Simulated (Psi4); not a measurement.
**C2H2FSi− (SMILES C#C[SiH-]F) at OMP2/6-311+G(d,p) (density fitting for correlation)**

Aim: the energy change on altering one bond length of C2H2FSi− at OMP2/6-311+G** (density fitting for correlation), from 2 runs. The job is set up through a Python script.

The calculation is run with Psi4 1.11.

1 further run of the same task is left out (set aside as unsound or not needed).

**1. The structure to begin with**

C2H2FSi−: 6 atoms, total charge -1, spin state singlet. As SMILES, `C#C[SiH-]F`. The shape is that of a GFN2-xTB optimisation.

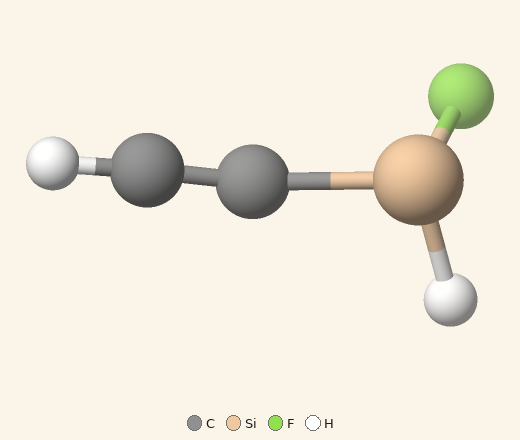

Viewed from a chosen angle; carbon grey, silicon light orange, fluorine green, hydrogen white.

**2. The energy at OMP2/6-311+G(d,p) (density fitting for correlation)**

The input, c2h2fsi.xyz:

```xyz
6
C2H2FSi
C      1.111270    -0.445760    -1.230420
C      0.327710    -0.094560    -0.377550
Si    -0.326790     0.561260     1.245330
F     -1.396830    -0.723260     1.675750
H      1.713780    -0.774250    -2.040660
H     -1.429140     1.476570     0.727570
```

The input, job.py:

```python
import psi4

psi4.set_memory('1600 MB')
psi4.set_num_threads(1)
psi4.set_output_file('c2h2fsi.out', False)

with open('c2h2fsi.xyz') as f:
    atoms = ''.join(f.readlines()[2:])
m = psi4.geometry('-1 1\n' + atoms + 'symmetry c1\nno_reorient\nno_com')

psi4.set_options(dict(basis='6-311+G**', puream=True, e_convergence=1e-09, d_convergence=1e-08, scf_type='pk', num_frozen_docc=8))

energy_value = psi4.energy("omp2", molecule=m)
print('E =', round(energy_value, 9))
```

Launch:

```sh
$ python job.py
```

c2h2fsi.out:

```text
[...]
  Running in c1 symmetry.
[...]
  Nuclear repulsion =  126.809780261077933
[...]
  Multiplicity = 1
[...]
  Nalpha       = 19
  Nbeta        = 19
[...]
    Number of basis functions: 108
[...]
   @RHF iter   1:  -465.14887857208902   -1.27128e+00   4.98196e-03 ADIIS/DIIS
[...]
   @RHF iter  13:  -465.30940787418291   -3.41061e-11   8.21883e-09 DIIS
[...]
    Orbital Energies [Eh]
    ---------------------
    Doubly Occupied:
       1A    -68.588335     2A    -26.044830     3A    -11.059841
       4A    -11.052304     5A     -5.929045     6A     -4.034949
       7A     -4.034191     8A     -4.032963     9A     -1.330228
      10A     -0.854841    11A     -0.589356    12A     -0.526722
      13A     -0.433603    14A     -0.423616    15A     -0.402995
      16A     -0.292544    17A     -0.243428    18A     -0.232977
      19A     -0.087879
[...]
  @RHF Final Energy:  -465.30940787418291
   => Energetics <=
    Nuclear Repulsion Energy =            126.8097802610779326
    One-Electron Energy =                -903.8490813392108976
    Two-Electron Energy =                 311.7298932039500983
    Total Energy =                       -465.3094078741829094
[...]
 Multipole Moments:
 ------------------------------------------------------------------------------------
     Multipole            Electronic (a.u.)      Nuclear  (a.u.)        Total (a.u.)
 ------------------------------------------------------------------------------------
 L = 1.  Multiply by 2.5417464519 to convert [e a0] to [Debye]
 Dipole X            :         16.3359590          -15.5486855            0.7872735
 Dipole Y            :          1.9224414           -2.2512307           -0.3287893
 Dipole Z            :        -42.9858873           40.7339159           -2.2519714
 Magnitude           :                                                    2.4081688
[...]
	Warning: cc_lambda option is changed to TRUE
	For this residual convergence, default PCG convergence is:     1.00e-07
[...]
	DF-MP2 Total Energy (a.u.)         :  -465.88326667799049
[...]
	DF-MP2 Total Energy (a.u.)         :  -465.89377962079016
[...]
	DF-OMP2 Total Energy (a.u.)        :  -465.89377962078584
[...]
```

Standard output:

```text
E = -465.893779621
```

It took 73 s on 1 thread of AMD EPYC 7R43 (Zen 3), shared host; peak memory 0.44 GiB.

**3. The distorted shape**

The input, c2h2fsi.xyz:

```xyz
6
C2H2FSi
C      1.646287     0.196496    -1.445629
C      0.862727     0.547696    -0.592759
Si     0.208227     1.203516     1.030121
F     -1.396830    -0.723260     1.675750
H      2.248797    -0.131994    -2.255869
H     -0.894123     2.118826     0.512361
```

The input, calc.py:

```python
import psi4

psi4.set_memory('1600 MB')
psi4.set_num_threads(1)
psi4.core.set_output_file('psi4.out', False)

with open('c2h2fsi.xyz') as f:
    atoms = ''.join(f.readlines()[2:])
geom = psi4.geometry('-1 1\n' + atoms + 'symmetry c1\nno_reorient\nno_com')

psi4.set_options({
    'basis': '6-311+G**',
    'reference': 'rhf',
    'puream': True,
    'e_convergence': 1e-09,
    'd_convergence': 1e-08,
    'scf_type': 'pk',
    'num_frozen_docc': 8,
})

result, w = psi4.energy("omp2", return_wfn=True)
print(f'omp2 energy: {result:.10f} Eh')
```

Launch:

```sh
$ python calc.py
```

psi4.out:

```text
[...]
  Running in c1 symmetry.
[...]
  Nuclear repulsion =  110.287263010339345
[...]
  Multiplicity = 1
[...]
  Nalpha       = 19
  Nbeta        = 19
[...]
    Number of basis functions: 108
[...]
   @RHF iter   1:  -465.04876319964637   -1.57820e+00   5.76672e-03 ADIIS/DIIS
[...]
   @RHF iter  14:  -465.23628897069392   -2.99565e-11   9.09277e-09 DIIS
[...]
    Orbital Energies [Eh]
    ---------------------
    Doubly Occupied:
       1A    -68.645527     2A    -25.922562     3A    -11.096076
       4A    -11.085118     5A     -5.985585     6A     -4.089167
       7A     -4.088753     8A     -4.087717     9A     -1.163295
      10A     -0.886833    11A     -0.618309    12A     -0.533804
      13A     -0.355582    14A     -0.283113    15A     -0.277926
      16A     -0.269531    17A     -0.267180    18A     -0.254819
      19A     -0.148362
[...]
  @RHF Final Energy:  -465.23628897069392
   => Energetics <=
    Nuclear Repulsion Energy =            110.2872630103393448
    One-Electron Energy =                -870.9285794685297333
    Two-Electron Energy =                 295.4050274874965112
    Total Energy =                       -465.2362889706939200
[...]
 Multipole Moments:
 ------------------------------------------------------------------------------------
     Multipole            Electronic (a.u.)      Nuclear  (a.u.)        Total (a.u.)
 ------------------------------------------------------------------------------------
 L = 1.  Multiply by 2.5417464519 to convert [e a0] to [Debye]
 Dipole X            :        -11.1802738           12.7603114            1.5800376
 Dipole Y            :        -31.3348782           31.7320317            0.3971535
 Dipole Z            :        -32.0140083           29.3467060           -2.6673024
 Magnitude           :                                                    3.1255002
[...]
	Warning: cc_lambda option is changed to TRUE
	For this residual convergence, default PCG convergence is:     1.00e-07
[...]
	DF-MP2 Total Energy (a.u.)         :  -465.81751361748599
[...]
	DF-MP2 Total Energy (a.u.)         :  -465.83248274951046
[...]
	DF-OMP2 Total Energy (a.u.)        :  -465.83248274954559
[...]
```

Standard output:

```text
omp2 energy: -465.8324827495 Eh
```

Wall time 73 s (1 thread of AMD EPYC 7R43 (Zen 3), shared host); peak memory 0.43 GiB.

**4. What came out**

At OMP2/6-311+G** (density fitting for correlation), 8 core orbitals frozen:

| quantity | value |
| --- | --- |
| first shape: total energy | -465.89378 Eh |
| first shape: HOMO energy (Hartree–Fock orbitals) | -2.39 eV |
| first shape: LUMO energy (Hartree–Fock orbitals) | 4.55 eV |
| first shape: HOMO–LUMO gap (to an unbound level, set by the basis) | 6.94 eV |
| first shape: correlation energy (8 core orbitals frozen) | -584.4 mEh |
| distorted shape: total energy | -465.83248 Eh |
| distorted shape: HOMO energy (Hartree–Fock orbitals) | -4.04 eV |
| distorted shape: LUMO energy (Hartree–Fock orbitals) | 4.20 eV |
| distorted shape: HOMO–LUMO gap (to an unbound level, set by the basis) | 8.23 eV |
| distorted shape: correlation energy (8 core orbitals frozen) | -596.2 mEh |
| energy change with the Si3–F4 bond stretched from 1.726 to 2.590 Å | 1.668 eV |

**Reading.** With the Si3–F4 bond stretched from 1.726 to 2.590 Å the energy rises by 1.67 eV (161 kJ/mol). The first shape isn't relaxed at this level, so the change isn't measured from a minimum.
